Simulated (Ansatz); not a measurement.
**C$_{3}$H$_{10}$AlN: density, localisation and related maps**

```xyz
15

C    -0.2673    1.4500    1.3109
C     0.6855    0.2675    1.5568
Al    0.6725   -1.2349    0.2678
C    -0.1188   -1.1342   -1.5537
N    -0.6435    0.1902   -1.9146
H    -0.1678    1.8435    0.2787
H    -0.0918    2.2930    2.0136
H    -1.3300    1.1503    1.4369
H     1.7452    0.6240    1.5507
H     0.5578   -0.1460    2.5838
H     1.4174   -2.6092    0.6594
H    -0.8000   -2.0087   -1.7459
H     0.7682   -1.3559   -2.1993
H    -0.9920    0.1986   -2.8836
H    -1.4576    0.4211   -1.3321
```

Theory: RKS PBE/def2-SVP (Ansatz).

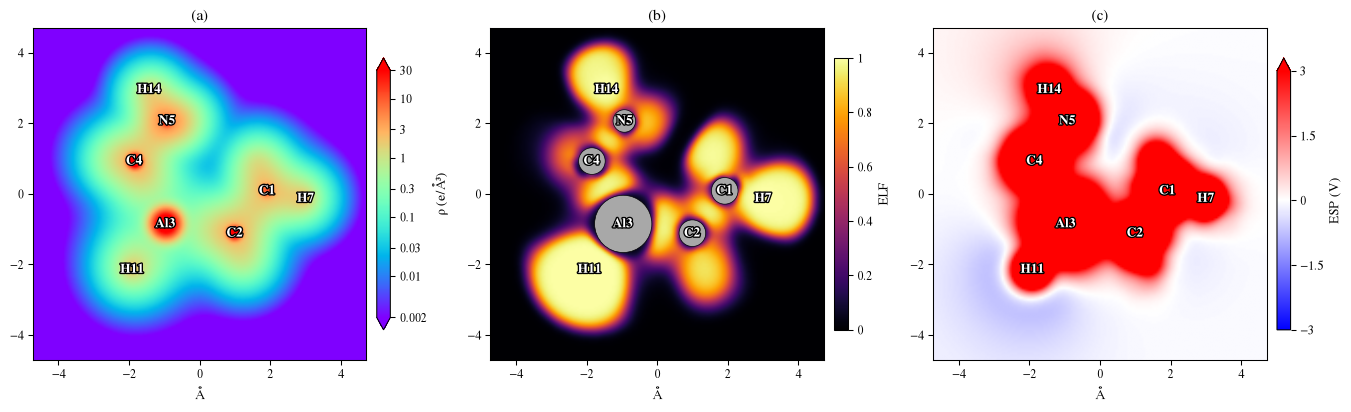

Figure 1. (a) total electron density; (b) ELF; (c) electrostatic potential on the plane of atoms C4, Al3 and H11. Grey discs cover the atomic cores in the ELF map.

### What do the fields say about this system?

The section cuts through C, Al, N and H sites. C–N (1.47 Å): ρ at the midpoint is about 1.8 e/Å³; the ELF peaks at about 0.90 between the atoms (localised, covalent bonding). C–C (1.54 Å): ρ at the midpoint is about 1.6 e/Å³; the ELF peaks at about 0.95 between the atoms: a shared electron pair. C–Al (1.98 Å): the density is about 0.69 e/Å³ at the midpoint; the ELF peaks at about 0.95 between the atoms (a shared but strongly polarised pair). N–H (1.03 Å): ρ is about 2.7 e/Å³ halfway; the ELF climbs to about 1 towards the hydrogen, as it does in any bond to H: a covalent bond by its length. C–H (1.11 Å): the density is about 1.8 e/Å³ at the midpoint; the ELF climbs to about 1 towards the hydrogen; a covalent bond by its length. Outside the dense part of the molecule the potential is most negative (−0.7 V) near H11.

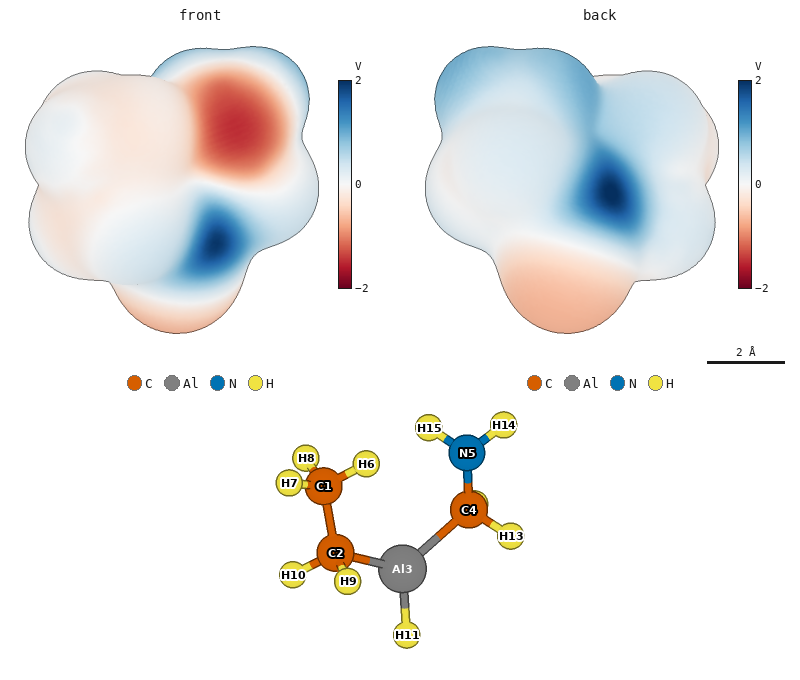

Figure 2. The electrostatic potential painted on the density surface at 0.001 e/bohr³, seen from the front and from behind; the colour scale runs from red (negative) to blue (positive). The bare structure is drawn below in the same view.

### Describe the electrostatic potential map.

The most negative region (about −1.4 V) lies over N5, the most positive (about +1.9 V) over Al3. N5 is the likeliest acceptor of a hydrogen bond.

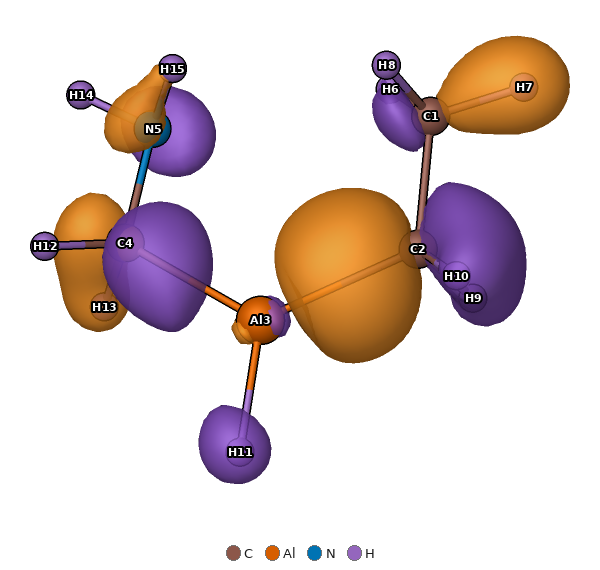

Figure 3. The HOMO−1 at ±0.15 Å⁻³ᐟ² (orange and purple are the two phases), seen at an oblique angle.

### What is the character of this orbital?

Its weight (Hirshfeld) is mainly on C2 (about 35 %), Al3 (about 15 %), C4 (about 10 %), C1 (about 5 %) and N5 (about 5 %). Its energy is −5.97 eV.
